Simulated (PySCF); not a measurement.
ClH, SMILES `Cl`.

PySCF calculation, HF/def2-SVP, gas phase; geometry: GFN2-xTB. No frequency check shows the geometry to be a minimum. GFN2-xTB bond lengths at metals and heavier atoms can be off by up to 0.1 Å and shapes distorted, which carries into these values.

Geometry (Å), atoms numbered from 1:

```
Cl1      0.0709    0.0000    0.0000
H2      -1.2061    0.0000    0.0000
```

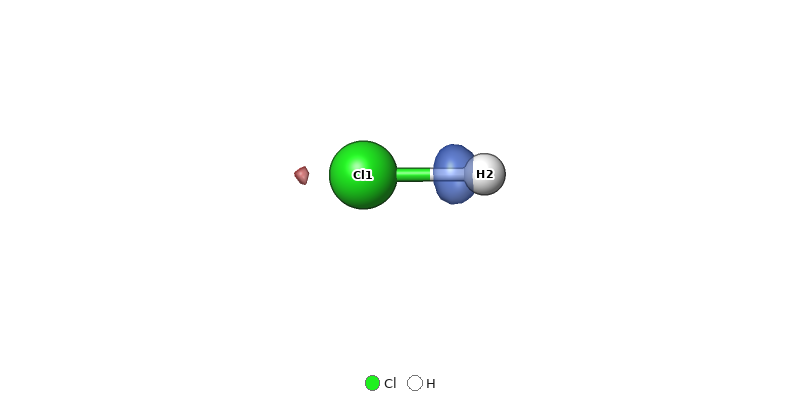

Deformation density (molecule less spherical, spin-averaged free atoms at the same positions), surfaces at ±0.24 e/Å³; blue: gain, red: loss.

How much density has each bond gained at its critical point, relative to the free atoms?

Cl1–H2: +0.48 e/Å³ at the bond critical point (bond length 1.28 Å, Mayer order 1.0). In all, 0.4 electrons gather in the regions of gain relative to the promolecule.

Where do the Hirshfeld charges lie?

The highest Hirshfeld charge is on H2 (+0.14 e), the lowest on Cl1 (−0.14 e).

Cost of the run: 0.83 s on 1 thread of Arm Neoverse V1 (shared host), peak memory 0.17 GiB.
